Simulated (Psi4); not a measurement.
**AlH5S (Al(H2S)H3): a chain of runs**

Wanted: a structure relaxation (B97-3c/def2-mTZVP), then the harmonic vibrations of AlH5S (Al(H2S)H3). 

The results are computed with Psi4 1.11.

### 1 The molecule

AlH5S: 7 atoms, total charge 0, spin state singlet. SMILES: `[H][Al]([H])([H])<-[SH2]`. The shape comes from GFN2-xTB, which is rough for such elements, and wasn't checked as a minimum. The run starts from this shape.

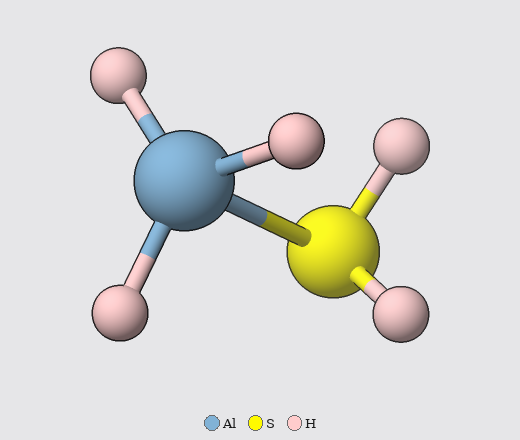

The structure, seen from a chosen angle (aluminium light blue, sulfur yellow, hydrogen pink).

### 2 A geometry optimisation at B97-3c/def2-mTZVP (density fitting) (run 1)

The input, alh5s.py:

```python
import psi4

psi4.set_memory('1600 MB')
psi4.set_num_threads(1)
psi4.core.set_output_file('alh5s.out', False)

molecule = psi4.geometry("""
Al     0.129800    -0.221970    -1.011590
S      0.151830    -0.251940     1.458910
H      0.512600     1.030130     1.485280
H     -1.145480     0.049310     1.476400
H      1.682150    -0.187190    -1.188640
H     -0.666140     1.139260    -1.046260
H     -0.664760    -1.557600    -1.174090
symmetry c1
""")

psi4.set_options(dict(geom_maxiter=60))

E = psi4.optimize("b97-3c", molecule=molecule)
print('E =', round(E, 9))
molecule.save_xyz_file('final.xyz', False)
```

Command:

```
python alh5s.py
```

alh5s.out:

```text
[...]
  Running in c1 symmetry.
[...]
  Nuclear repulsion =   85.549490768182579
[...]
  Multiplicity = 1
[...]
  Nalpha       = 17
  Nbeta        = 17
[...]
    Number of basis functions: 59
[...]
   @DF-RKS iter   1:  -643.37718882126921   -2.06890e-01   7.37431e-03 DIIS/ADIIS
[...]
   @DF-RKS iter   5:  -643.48479251325659   -8.18545e-12   8.08444e-09 DIIS
[...]
    Orbital Energies [Eh]
    ---------------------
    Doubly Occupied:
       1A    -88.097714     2A    -55.323282     3A     -7.789474
       4A     -5.819942     5A     -5.816336     6A     -5.809458
       7A     -3.932817     8A     -2.540821     9A     -2.532569
      10A     -2.532488    11A     -0.742498    12A     -0.461445
      13A     -0.400488    14A     -0.354899    15A     -0.285158
      16A     -0.244502    17A     -0.242510
[...]
  @DF-RKS Final Energy:  -643.48479251325659
   => Energetics <=
    Nuclear Repulsion Energy =             82.2297460524994506
    One-Electron Energy =               -1053.5693918987535653
    Two-Electron Energy =                 373.9102810693435686
    DFT Exchange-Correlation Energy =     -46.0374892912117133
    Empirical Dispersion Energy =          -0.0179384451342418
    VV10 Nonlocal Energy =                  0.0000000000000000
    Total Energy =                       -643.4847925132565933
[...]
 Multipole Moments:
 ------------------------------------------------------------------------------------
     Multipole            Electronic (a.u.)      Nuclear  (a.u.)        Total (a.u.)
 ------------------------------------------------------------------------------------
 L = 1.  Multiply by 2.5417464519 to convert [e a0] to [Debye]
 Dipole X            :          0.5327721           -0.8105639           -0.2777917
 Dipole Y            :         -0.9044345            1.3815497            0.4771152
 Dipole Z            :          1.7705331           -0.3731278            1.3974053
 Magnitude           :                                                    1.5025141
[...]
  -Total Gradient:
     Atom            X                  Y                   Z
    ------   -----------------  -----------------  -----------------
       1       -0.000021704244     0.000038239819    -0.000038025798
       2        0.000019032917    -0.000030320482     0.000029445104
       3       -0.000007425106     0.000009831190    -0.000027301641
       4       -0.000005672613     0.000011258426    -0.000031821107
       5       -0.000000721565     0.000005260746    -0.000009042329
       6       -0.000001831634     0.000002004001    -0.000030785211
       7       -0.000005048621     0.000002982910    -0.000007204100
[...]
    Final optimized geometry and variables:
    Molecular point group: c1
    Full point group: C1
    Geometry (in Angstrom), charge = 0, multiplicity = 1:
    AL           0.007020328748    -0.014897657643    -1.371940248351
    S            0.021130195752    -0.033446898188     1.214199979446
    H            0.404856455116     1.242232881609     1.423021752203
    H           -1.279120995322     0.255142823566     1.424592347662
    H            1.593504918799     0.002145936211    -1.530237695692
    H           -0.793649169868     1.351091818052    -1.580096125300
    H           -0.783870538422    -1.390708926342    -1.526707444687
[...]
```

On the terminal:

```text
Some dependencies such as QCElemental have not yet finished migration to pydantic v2. If issues are encountered please downgrade pydantic or upgrade QCElemental as appropriate
	Previous geometry is closer to target in internal coordinates, so using that one.

	Best geometry has RMS(Delta(q)) = 2.18e-04

	Previous geometry is closer to target in internal coordinates, so using that one.

	Best geometry has RMS(Delta(q)) = 1.53e-07

	Previous geometry is closer to target in internal coordinates, so using that one.

	Best geometry has RMS(Delta(q)) = 6.17e-08

Optimizer: Optimization complete!
E = -643.484792513
```

It took 23 s on 1 thread of Intel Xeon 6975P-C (Granite Rapids), shared host; peak memory 0.49 GiB.

Step by step:

```
step  energy from the first frame kept (eV)  largest force (eV/Å)
   0                                 0.0000                0.5924
   1                                -0.0805                0.2566
   2                                -0.0923                0.1543
   3                                -0.0980                0.0253
   4                                -0.0989                0.0288
   5                                -0.0992                0.0261
   6                                -0.0993                0.0161
   7                                -0.0994                0.0073
   8                                -0.0994                0.0030
```

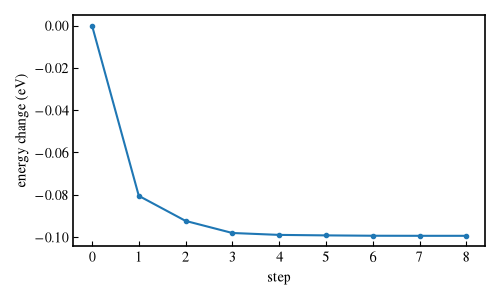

Energy along the run.

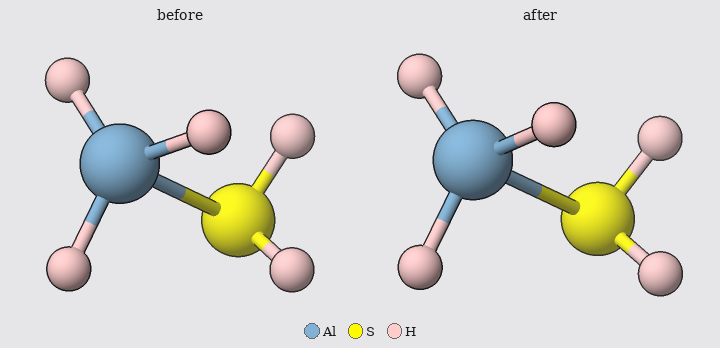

Before and after, at one scale.

After the run. Bond lengths: Al1–S2 2.586 Å, S2–H3 1.348 Å, S2–H4 1.348 Å, Al1–H5 1.594 Å, Al1–H6 1.597 Å, Al1–H7 1.594 Å. Angles: Al1–S2–H3 98.6°, Al1–S2–H4 98.6°, S2–Al1–H5 95.4°, S2–Al1–H6 98.0°, S2–Al1–H7 95.4°, H3–S2–H4 92.7°, H5–Al1–H6 118.5°, H5–Al1–H7 119.5°, H6–Al1–H7 118.5°.

### 3 Vibrational wavenumbers at B97-3c/def2-mTZVP (density fitting) (run 2)

The input, job.dat:

```
memory 1600 MB

molecule molecule1 {
  0 1
  Al
  S 1 r2
  H 2 r3 1 a3
  H 2 r4 3 a4 1 d4
  H 1 r5 2 a5 4 d5
  H 1 r6 5 a6 2 d6
  H 1 r7 5 a7 6 d7

  r2 = 2.586245
  r3 = 1.348411
  a3 = 98.60527
  r4 = 1.348407
  a4 = 92.73814
  d4 = -99.11041
  r5 = 1.594454
  a5 = 95.38939
  d5 = 166.85929
  r6 = 1.596975
  a6 = 118.47507
  d6 = 102.13644
  r7 = 1.594464
  a7 = 119.54655
  d7 = 158.56833
  units angstrom
}

set t 298.15
set rotational_symmetry_number 1

e, wfn = frequencies('b97-3c', return_wfn=True)
print_variables()
```

Command:

```
psi4 -n 1 job.dat job.out
```

job.out, cut to the lines that bear on the results:

```text
[...]
  Running in c1 symmetry.
[...]
  Nuclear repulsion =   82.229749593928503
[...]
  Multiplicity = 1
[...]
  Nalpha       = 17
  Nbeta        = 17
[...]
    Number of basis functions: 59
[...]
   @DF-RKS iter   1:  -643.38799326445769   -2.88764e-01   7.17682e-03 DIIS/ADIIS
[...]
   @DF-RKS iter  10:  -643.48479239577534   -7.84439e-12   2.75292e-09 DIIS
[...]
  @DF-RKS Final Energy:  -643.48479239577534
   => Energetics <=
    Nuclear Repulsion Energy =             82.2300039243707914
    One-Electron Energy =               -1053.5699966531738028
    Two-Electron Energy =                 373.9106477128539723
    DFT Exchange-Correlation Energy =     -46.0375084538074049
    Empirical Dispersion Energy =          -0.0179389260188618
    VV10 Nonlocal Energy =                  0.0000000000000000
    Total Energy =                       -643.4847923957753437
[...]
 Multipole Moments:
[...]
  -Total Gradient:
     Atom            X                  Y                   Z
    ------   -----------------  -----------------  -----------------
       1        0.000057456735    -0.000086148479    -0.000040513818
       2       -0.000019530525    -0.000007374941     0.000008637456
       3        0.000009695805    -0.000009800398    -0.000010978051
       4        0.000009079263    -0.000007831998    -0.000030979150
       5        0.000000593429     0.000000805592    -0.000008356000
       6       -0.000038677865     0.000041637111     0.000002450463
       7        0.000013851866     0.000039357225    -0.000035016019
[...]
  ==> Harmonic Vibrational Analysis <==
[...]
  Freq [cm^-1]                 122.7209            212.2963            294.1881
[...]
  IR activ [km/mol]            11.9944             16.2222             16.2069
[...]
  Freq [cm^-1]                 329.9916            532.6083            591.1698
[...]
  IR activ [km/mol]             9.1161              8.6308              0.9908
[...]
  Freq [cm^-1]                 713.8796            755.0666            762.9665
[...]
  IR activ [km/mol]            582.3701            207.2481            201.3313
[...]
  Freq [cm^-1]                1219.8157           1848.7916           1859.3955
[...]
  IR activ [km/mol]             0.3455             290.3294            312.0290
[...]
  Freq [cm^-1]                1863.6095           2630.9292           2651.7829
[...]
  IR activ [km/mol]            67.8845              0.0570              0.0059
[...]
```

The script printed:

```text
Warning: used thermodynamics relations inappropriate for low-frequency modes: ['122.7209' '212.2963' '294.1881' '329.9916' '532.6083' '591.1698']
```

It took 1.8 min on 1 thread of Intel Xeon 6975P-C (Granite Rapids), shared host; peak memory 0.47 GiB.

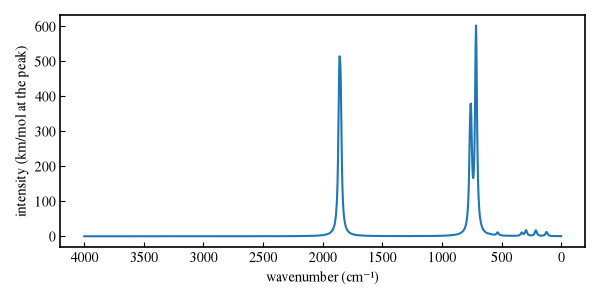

Harmonic infrared spectrum, unscaled, lines broadened by 10 cm⁻¹.

### 4 Outcome

```
                                                                           quantity             value
                                  run 1, B97-3c/def2-mTZVP: total energy at the end     -643.48479 Eh
                                            run 1, B97-3c/def2-mTZVP: dipole moment            3.82 D
                                              run 1, B97-3c/def2-mTZVP: HOMO energy          -6.60 eV
                                              run 1, B97-3c/def2-mTZVP: LUMO energy          -1.49 eV
                                            run 1, B97-3c/def2-mTZVP: HOMO–LUMO gap           5.11 eV
                               run 2, B97-3c/def2-mTZVP: lowest harmonic wavenumber          123 cm⁻¹
                              run 2, B97-3c/def2-mTZVP: highest harmonic wavenumber         2652 cm⁻¹
                                        run 2, B97-3c/def2-mTZVP: zero-point energy       98.0 kJ/mol
run 2, B97-3c/def2-mTZVP: ideal-gas entropy at 298.15 K (symmetry number 1 as used)  71.5 cal/(mol K)
```

The optimisation (run 1, B97-3c/def2-mTZVP) took 9 steps and changed the energy by -0.099 eV. All 15 modes (run 2, B97-3c/def2-mTZVP) are real, so the shape is a minimum at this level.
